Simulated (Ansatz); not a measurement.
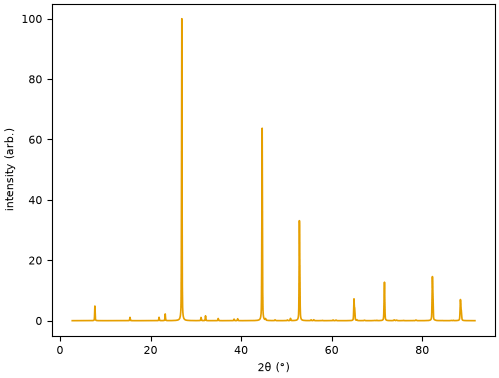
Figure: Simulated powder pattern, Cu Kα, λ = 1.54184 Å

The pattern belongs to a structure relaxed with DFT-PBE in the program Ansatz with PAW potentials.

Q: Which of these materials gives this?
A) Os, hcp (Mg type)
B) AlGa3As4, P-4m2 (Pearson symbol tP8)
C) ZrN, rock salt
D) Mg, A15 (β-W type)

A: B, AlGa3As4, P-4m2 (Pearson symbol tP8)

The start of the workflow was typed in or built on a structure type; neither database checked (COD, Materials Project) lists it. Whether it is the stable phase at ambient conditions was not checked. Symmetry was held in the PBE relaxation; whether a distortion lowers the energy is not shown.

Potentials: the earlier of the program's two PAW sets.
